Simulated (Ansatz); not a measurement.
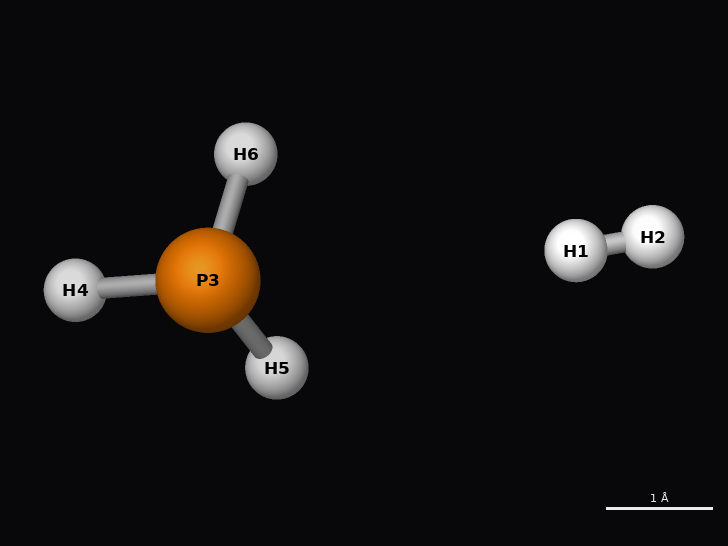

Simulated data, not a measurement (program: Ansatz).

Numbered structure. Geometry: a pair of rigid molecules at a changed separation.

### What is the geometry at P3?

P3 has 3 neighbours (H4 at 1.42, H5 at 1.42, H6 at 1.42 Å); the arrangement is trigonal pyramidal.
